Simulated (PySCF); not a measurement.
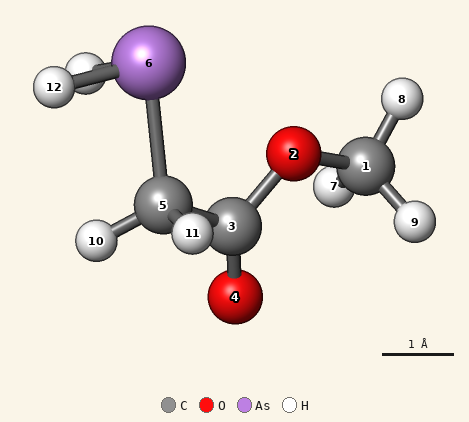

*The structure (ball-and-stick view, seen at a tilt; atoms are numbered from 1 in the order of the input).*

Bond lengths as drawn: As–C 2.02 Å, As–H 1.50 to 1.51 Å, C–C 1.49 Å, C–H 1.09 Å and C–O 1.20 to 1.42 Å.

**Run report: C$_{3}$H$_{7}$AsO$_{2}$, spin–spin coupling calculation**

System: C$_{3}$H$_{7}$AsO$_{2}$.
Method: B3LYP/pcseg-1 H:pcJ-1 indirect spin-spin coupling, non-relativistic, gas phase (PySCF 2.14.0).

The geometry comes from this level: GFN2-xTB, coordinate held.

## Input
```
{"job": {"kind": "j", "xc": "B3LYP", "basis": {"default": "pcseg-1", "H": "pcJ-1"}, "nuclei": ["H"], "every": 2, "pop": false}, "charge": 0, "multiplicity": 1}
C      2.038721     0.926877     0.158863
O      0.714510     0.472143     0.394467
C      0.319822    -0.606080    -0.314315
O      1.015756    -1.137785    -1.135920
C     -1.069077    -1.000120     0.072133
As    -2.049718     0.632438     0.743285
H      2.198006     1.078145    -0.910682
H      2.144742     1.863459     0.699326
H      2.760077     0.191655     0.522241
H     -1.567663    -1.472242    -0.772608
H     -0.988832    -1.740755     0.873401
H     -3.290245    -0.148247     0.364524
H     -2.194831     0.961790    -0.717673
```

The first line tells a small driver script what to run in PySCF; the rest is the geometry in Å.

Launched with:
```bash
OMP_NUM_THREADS=1 python <driver script> task.json out
```

## Log
```
coarse grid: 50536 points
cycle   1  E = -2504.4562617129  dE =  5.402e-03  |g| = 8.513e-01  |ddm| = 3.315e+00
cycle   2  E = -2504.0748826435  dE =  3.814e-01  |g| = 1.646e+00  |ddm| = 1.967e+00
cycle   3  E = -2504.5812633686  dE = -5.064e-01  |g| = 2.770e-01  |ddm| = 1.469e+00
cycle   4  E = -2504.5954589401  dE = -1.420e-02  |g| = 8.876e-02  |ddm| = 2.737e-01
cycle   5  E = -2504.5968072581  dE = -1.348e-03  |g| = 2.155e-02  |ddm| = 6.505e-02
cycle   6  E = -2504.5969049963  dE = -9.774e-05  |g| = 6.988e-03  |ddm| = 2.343e-02
cycle   7  E = -2504.5969176360  dE = -1.264e-05  |g| = 1.531e-03  |ddm| = 8.197e-03
cycle   8  E = -2504.5969182020  dE = -5.660e-07  |g| = 4.213e-04  |ddm| = 2.199e-03
final grid: 106720 points
cycle   9  E = -2504.5969570193  dE =  5.303e-08  |g| = 7.477e-04  |ddm| = 1.589e-03
cycle  10  E = -2504.5969566362  dE =  3.831e-07  |g| = 1.586e-03  |ddm| = 1.925e-03
cycle  11  E = -2504.5969571388  dE = -5.026e-07  |g| = 1.590e-04  |ddm| = 1.264e-03
cycle  12  E = -2504.5969571448  dE = -6.008e-09  |g| = 1.276e-05  |ddm| = 1.508e-04
cycle  13  E = -2504.5969571448  dE = -3.956e-11  |g| = 3.345e-06  |ddm| = 1.674e-05
```

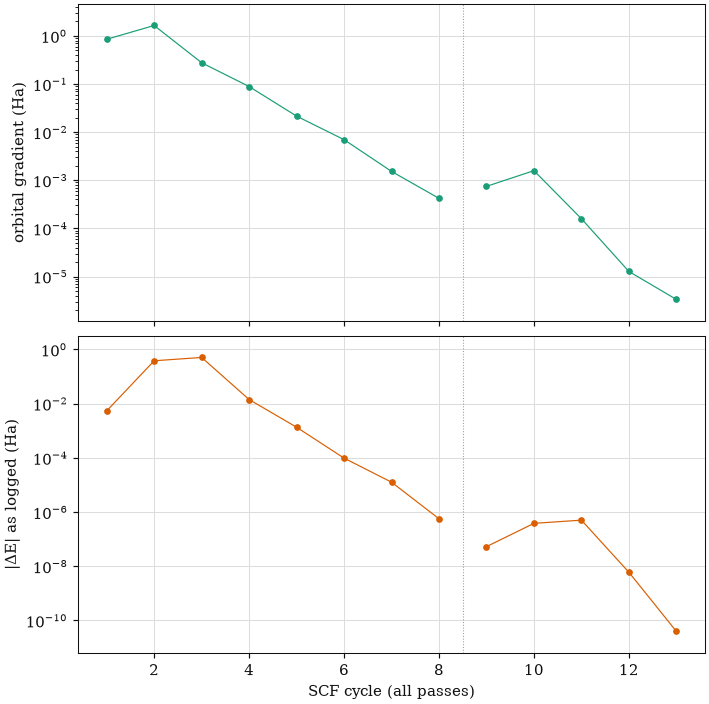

*Convergence of the self-consistent field: orbital gradient and size of the energy change against the SCF cycle. The dotted line marks the change from a coarse to the final integration grid.*

The first 8 cycles use a coarse grid, the final grid takes over at cycle 9, and the field converges after 13 cycles in all.

```
converged SCF energy = -2504.5969571448

Indirect spin-spin couplings (Hz)
  i      j    bonds     total        FC       PSO       DSO        SD
  6 H    7 H    2    -11.185   -10.673     2.039    -2.551         -
  6 H    8 H    2    -12.896   -12.535     1.871    -2.233         -
  6 H   10 H    5      0.268     0.662     0.969    -1.363         -
  6 H   11 H    6     -1.095    -0.019     0.512    -1.588         -
  6 H   12 H    6      0.300     0.041     0.063     0.196         -
  7 H    8 H    2    -11.024   -10.502     2.071    -2.593         -
  7 H    9 H    5     -0.291     0.217     0.981    -1.489         -
  7 H   10 H    5     -0.317     0.016     0.807    -1.140         -
  7 H   11 H    6     -1.212     0.188     0.504    -1.904         -
  7 H   12 H    6     -0.192     0.003     0.289    -0.485         -
  8 H    9 H    5     -0.267     0.108     0.898    -1.274         -
  8 H   10 H    5      1.037     1.079     0.352    -0.394         -
  8 H   11 H    6     -0.584     0.487     0.621    -1.693         -
  8 H   12 H    6     -0.332     0.090     0.708    -1.130         -
  9 H   10 H    2    -16.425   -17.066     1.962    -1.321         -
  9 H   11 H    3      5.878     4.200    -0.456     2.134         -
  9 H   12 H    3      6.299     4.785    -0.391     1.904         -
 10 H   11 H    3      2.108     1.789     0.253     0.065         -
 10 H   12 H    3     10.215    11.814     1.106    -2.704         -
 11 H   12 H    2    -24.439   -26.617    -0.020     2.197         -
```

## Summary

```tsv
quantity	value
outcome	converged
total energy	−2504.596957 hartree
HOMO	−7.59 eV
LUMO	−0.21 eV
dipole moment	1.48 D
hardware	1 CPU thread, shared host
wall time	18 s
peak memory	0.9 GiB
```

Spin–orbit coupling is left out, which matters for the heavy atoms.
